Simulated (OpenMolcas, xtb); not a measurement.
**Si2H3F3 (SMILES F[Si](F)(F)[SiH3]): the vertical energy of the triplet above the singlet, rung by rung**

Si2H3F3: 8 atoms, total charge 0, spin state singlet. As SMILES, `F[Si](F)(F)[SiH3]`. Geometry: relaxed at PBE0-D4/def2-TZVP.

Quantity: the vertical energy of the triplet above the singlet, in eV. The values are calculated.

```tsv
level	kind	program	value (eV)	CPU time (all runs)
GFN1-xTB	semi-empirical	xtb	5.61	under 2 s
HF/cc-pVDZ	Hartree–Fock	OpenMolcas	7.14	44 s
SVWN5/cc-pVDZ	LDA	OpenMolcas	6.69	2.1 min
BLYP/cc-pVDZ	GGA	OpenMolcas	6.70	2.9 min
PBE/cc-pVDZ	GGA	OpenMolcas	6.55	2.8 min
TPSS/cc-pVDZ	meta-GGA	OpenMolcas	6.65	3.4 min
B3LYP/cc-pVDZ	global hybrid	OpenMolcas	6.96	3.2 min
```

The values span 5.61 to 7.14 eV. The xTB rows lack spin polarisation, so open shells miss the exchange term that lowers them. A triplet this far above the singlet is often a Rydberg-like or dissociative state; sets without diffuse functions put Rydberg states too high. CPU times are rough (shared hosts, several kinds of processor): they show what a rung costs within a factor of a few.

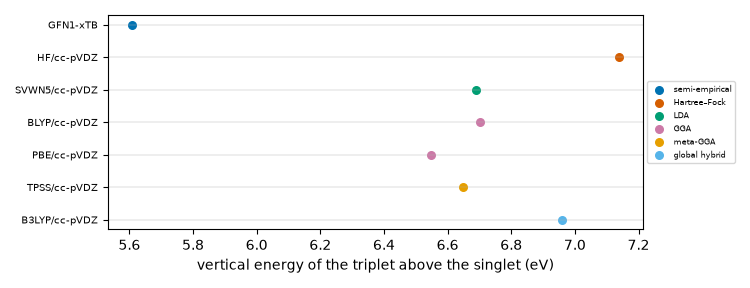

The values of the table, level by level.
